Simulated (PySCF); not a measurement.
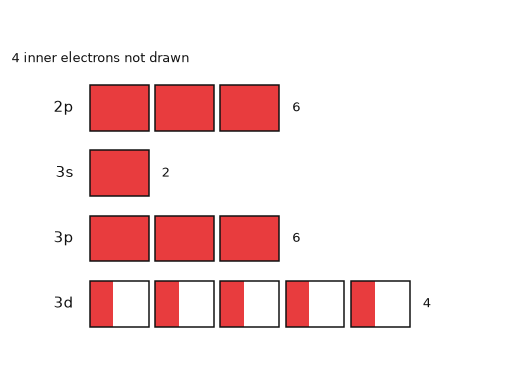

**Figure 1.** The outer shells of the nominal configuration: a box for each of the 2l + 1 orbitals, shaded by the share of the shell that is filled, with the electron count at the right.

## Atomic calculation for V⁺

- system: V⁺, configuration 1s2 2s2 2p6 3s2 3p6 3d4, multiplicity 5.
- method: unrestricted PBE0, aug-cc-pVTZ-DK, spin-free X2C-1e, Gaussian nucleus (PySCF)

### Results in brief

```
             quantity                      value
              outcome                  converged
         total energy        −948.740580 hartree
                 ⟨S²⟩                      6.000
                 ⟨L²⟩                       6.03
static polarisability                 15.8 bohr³
  C₆ of the like pair         59.4 hartree bohr⁶
       SCF iterations                         11
             hardware  1 CPU thread, shared host
             CPU time     39 s (integrals apart)
```

### The input
```python
from pyscf import gto, scf, dft, mp, cc
import basis_set_exchange as bse
mol = gto.M(atom="V 0 0 0", charge=1, spin=4, symmetry="D2h",
            basis=gto.basis.parse(bse.get_basis("aug-cc-pVTZ-DK", elements=["V"], fmt="nwchem")),
            nucmod="G")
mf = dft.UKS(mol, xc="PBE0").sfx2c1e()
mf.irrep_nelec = {'Ag': (4, 3), 'B1g': (1, 0), 'B2g': (1, 0), 'B3g': (1, 0), 'B1u': (2, 2), 'B2u': (2, 2), 'B3u': (2, 2)}
mf.kernel()
```

The script is an equivalent of what the driver set up; the driver started from orbitals of its own, so the log can be shorter than this script's would be, and it computed the properties (radii, ⟨L²⟩, response) afterwards. It held the occupations shell by shell, which the script's counts by irreducible representation don't always enforce.

### The program's output (extracts)
```
damping factor = 0
level_shift factor = 0
DIIS = <class 'pyscf.scf.diis.CDIIS'>
diis_start_cycle = 1
diis_space = 10
diis_damp = 0
SCF conv_tol = 1e-09
SCF conv_tol_grad = None
number electrons alpha = 13  beta = 9
XC functionals = PBE0
    C. Adamo and V. Barone.,  J. Chem. Phys. 110, 6158 (1999)
    M. Ernzerhof and G. E. Scuseria.,  J. Chem. Phys. 110, 5029 (1999)
cycle= 1 E= -948.740475917153  delta_E= -0.00654  |g|= 0.021  |ddm|= 1.31
cycle= 2 E= -948.740463561335  delta_E= 1.24e-05  |g|= 0.0234  |ddm|= 0.111
cycle= 3 E= -948.740609447147  delta_E= -0.000146  |g|= 0.00184  |ddm|= 0.0989
cycle= 4 E= -948.740614752935  delta_E= -5.31e-06  |g|= 0.000556  |ddm|= 0.0102
cycle= 5 E= -948.740620342967  delta_E= -5.59e-06  |g|= 0.00061  |ddm|= 0.00886
cycle= 6 E= -948.740601295214  delta_E= 1.9e-05  |g|= 0.000477  |ddm|= 0.0336
cycle= 7 E= -948.740579085907  delta_E= 2.22e-05  |g|= 0.0014  |ddm|= 0.0839
cycle= 8 E= -948.740578144726  delta_E= 9.41e-07  |g|= 0.00218  |ddm|= 0.00195
cycle= 9 E= -948.740579455956  delta_E= -1.31e-06  |g|= 0.000728  |ddm|= 0.00435
cycle= 10 E= -948.740579619947  delta_E= -1.64e-07  |g|= 4.25e-05  |ddm|= 0.00233
cycle= 11 E= -948.740579620463  delta_E= -5.16e-10  |g|= 8.99e-06  |ddm|= 0.00017
converged SCF energy = -948.740579620463  <S^2> = 6.0003489  2S+1 = 5.0001395
```

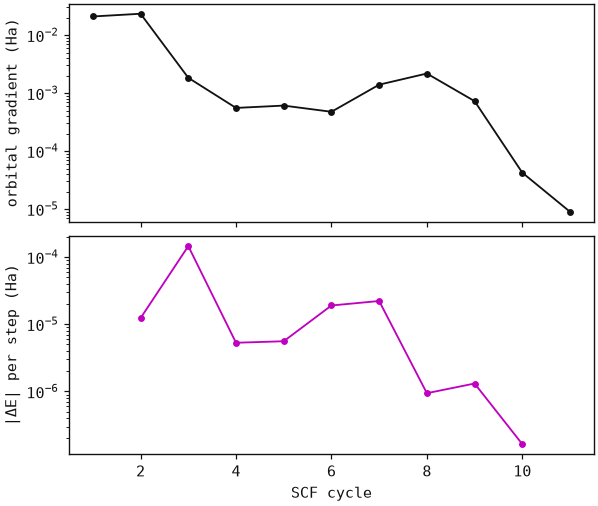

**Figure 2.** Convergence: orbital gradient and change of the energy from step to step (the smallest changes aren't drawn) against the SCF cycle. The residual comes down, with one marked jump up, by a factor of about 3, at step 7. It goes from 0.021 to 9.0×10⁻⁶ in 11 steps.

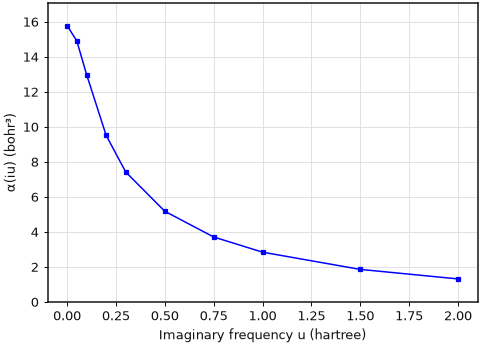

**Figure 3.** Dipole polarisability at imaginary frequency of V⁺ ([Ar] 3d⁴). Coupled response at the PBE0 level; PySCF, aug-cc-pVTZ-DK, spin-free X2C-1e, unrestricted single determinants, no spin-orbit coupling. The static dipole polarisability is 15.8 bohr³; α(iu) falls to half of it near u = 0.27 hartree. The Casimir–Polder integral gives C₆ = 59.4 hartree bohr⁶ for two such species.

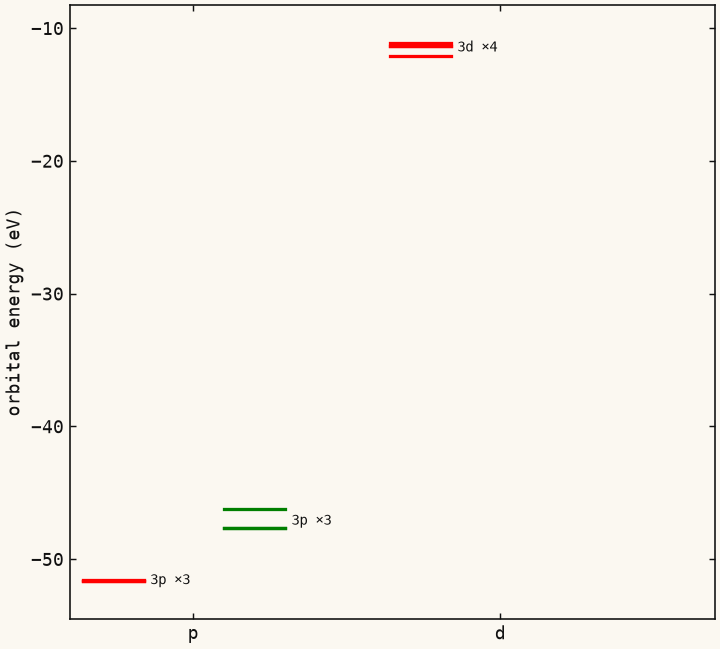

**Figure 4.** Orbital energies of the mean field, from the top down to −51.7 eV, by angular momentum, α spin at the left of each column and β at the right; ×n counts the orbitals under one label. The highest filled orbital is 3d α at −11.1 eV, the lowest empty one s α at −8.79 eV.

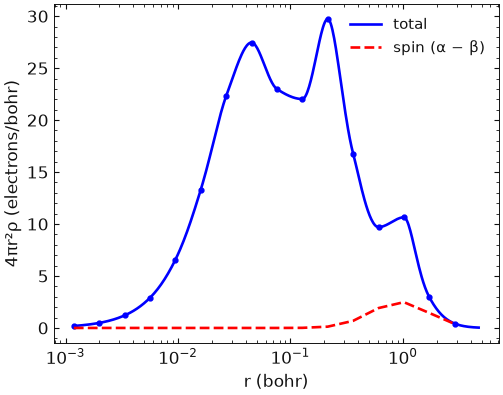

**Figure 5.** Spherically averaged radial density 4πr²ρ of the mean field and its spin part; markers are the stored points, which are sparse, and the line is a monotone interpolation between them. The largest stored value is 29.7 electrons/bohr at r = 0.21 bohr. Root-mean-square radii of the shells: 1s 0.0768, 2p 0.304, 2s 0.334, 3s 1.03, 3p 1.12, 3d 1.73 bohr.
